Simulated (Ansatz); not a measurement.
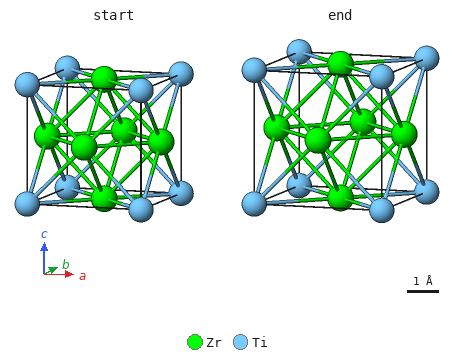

The structure of solid Zr₃Ti (built on the Cu3Au (L1_2)_221 type) (coarse preliminary run) before (left) and after (right) a relaxation, at one scale.

Style: ball-and-stick. Shown: the cell of the calculation, slightly off an axis.

Case: Cu3Au (L1_2) type (Pm-3m, No. 221).

Theory: DFT PBE, scalar-relativistic, plane waves, PAW in Ansatz 0.2.0.

Input
```yaml
crystal:
  lattice:
    - [3.9543180792, 0.0, 0.0]
    - [0.0, 3.9543180792, 0.0]
    - [0.0, 0.0, 3.9543180792]
  atoms:
    - { symbol: Zr, position: [0.0, 0.5, 0.5] }
    - { symbol: Zr, position: [0.5, 0.0, 0.5] }
    - { symbol: Zr, position: [0.5, 0.5, 0.0] }
    - { symbol: Ti, position: [0.0, 0.0, 0.0] }
basis:
  ecutwfc: 420
kpoints:
  mp_grid: { grid: [4, 4, 4] }
hamiltonian:
  xc: pbe
scf:
  occupations: { method: gaussian, width: 0.1 }
  lower_state_search: "off"
output:
  forces: true
  stress: true
  eigenvalues: true
relax:
  adjacent_minimum: "off"
  f_tol: 0.04
  max_steps: 70
  cell: { stress_tol: 0.4 }
```

Command:
```bash
ansatz run input.yaml --threads 1 --pin off --max-ram 2560MiB --backend cpu --events-out ev --progress --plain --runs-dir out
```

> What changed between the two?

The atoms keep their places relative to the cell (all moves are under 0.005 Å). The volume changes by +40.9 %, with a = b = c 3.954 → 4.433 Å (+12.1 %). Among the contacts that change: Zr1–Zr2 2.796 → 3.135 Å, Zr1–Ti4 2.796 → 3.135 Å. The space group stays Pm-3m (No. 221). The energy falls by 903 meV per atom in 5 accepted moves (7 points after the start). All forces vanish by symmetry, so only the cell relaxes. Pressure: 57.59 GPa at the start and 0.04 GPa at the end. The SCF was repeated twice at an unchanged geometry on a basis and grid sized afresh for the cell, which shifted the energy by 7.1 meV per atom at most. The run took 15 s on 1 thread of Intel(R) Xeon(R) Platinum 8488C (Sapphire Rapids), on a shared host, peak memory 0.41 GiB.

Limits of the set-up: the k-point mesh is coarse for a cell with partly filled bands.
